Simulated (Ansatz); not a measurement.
Start from Pt in the fcc (Cu type) structure (space group Fm-3m, No. 225; a = 3.8954 Å; relaxed with 0.1 eV smearing). Axes: x, y, z lie along the cube axes.

Structures relaxed with Kohn–Sham DFT with the LDA functional, run in Ansatz (a quantum-chemistry and plane-wave program) with PAW and 420 eV plane waves, no spin-orbit coupling.

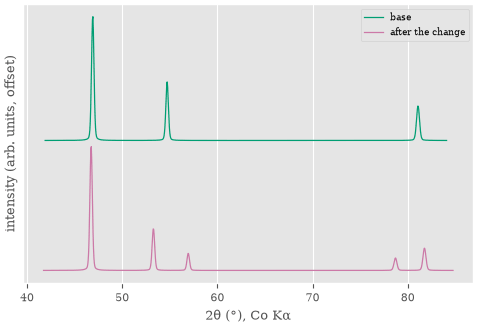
Simulated powder patterns before (top) and after one change

Question: What was done to the base?
A) biaxial strain +1.00 %, plane normal [001], relaxed out of plane
B) biaxial strain −1.00 %, plane normal [001], relaxed out of plane
C) biaxial strain −3.00 %, plane normal [001], relaxed out of plane
D) biaxial strain +2.50 %, plane normal [001], relaxed out of plane

Answer: D, biaxial strain +2.50 %, plane normal [001], relaxed out of plane. Its volume per atom is 14.97 Å³ against 14.78 Å³, and its space group is I4/mmm (No. 139).

No phonon test of stability was made. The final runs are not spin-polarised.
